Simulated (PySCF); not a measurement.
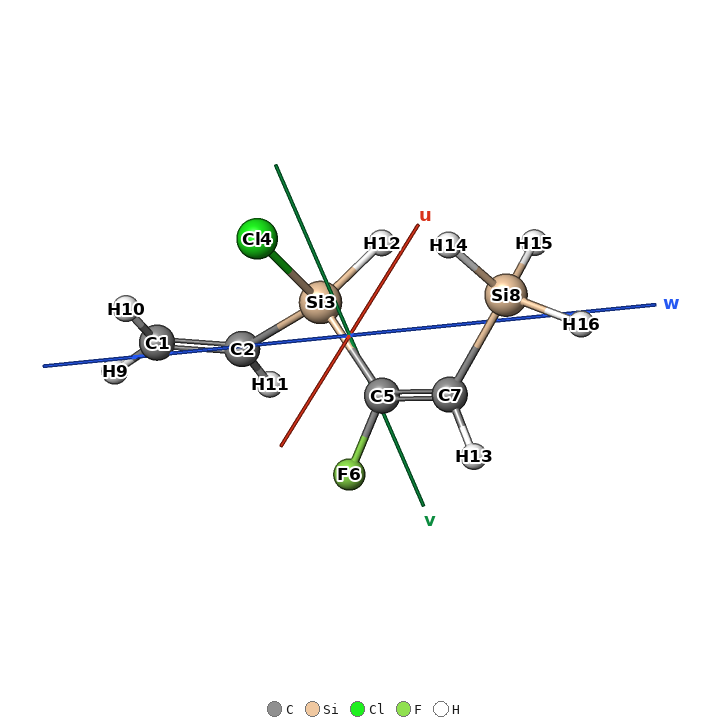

The lines u, v and w are the principal axes of the static dipole polarisability. Computed geometry: GFN2-xTB optimisation. No frequency run is at hand to confirm it as a minimum. Computed with CAM-B3LYP/def2-SVPD (PySCF 2.14.0).

> Along which axis is the molecule most polarisable, and along which least?

Most along w (nearly parallel to the C5–C7 bond), least along u.

> Give the three principal values.

u 89.0, v 102.6, w 147.2 bohr³; mean 112.9, anisotropy 52.7 bohr³.

The geometry is semi-empirical. Around Si such bond lengths and angles can be off by a tenth of an ångström or more and by several degrees, and values that hang on the shape move with them.
